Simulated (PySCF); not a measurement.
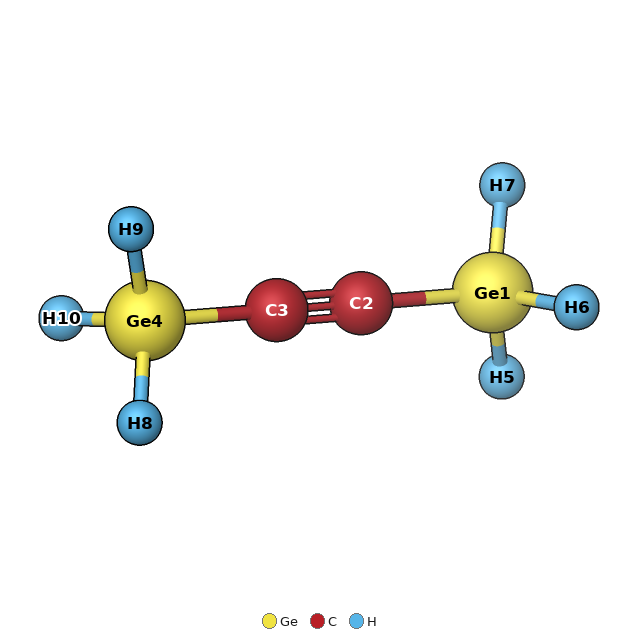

Computed geometry: PBE0-D3(BJ)/def2-SVP optimisation. No frequency run is at hand to confirm it as a minimum. Level of theory: delta-SCF UKS B3LYP, pcX-2 on the ionised atom, pcseg-1 elsewhere, spin-free X2C (PySCF 2.14.0).

Give the core-electron binding energies (to vacuum) of C2 1s.

```json
{"atom": "C2", "level": "1s", "binding energy (eV)": "289.9"}
```
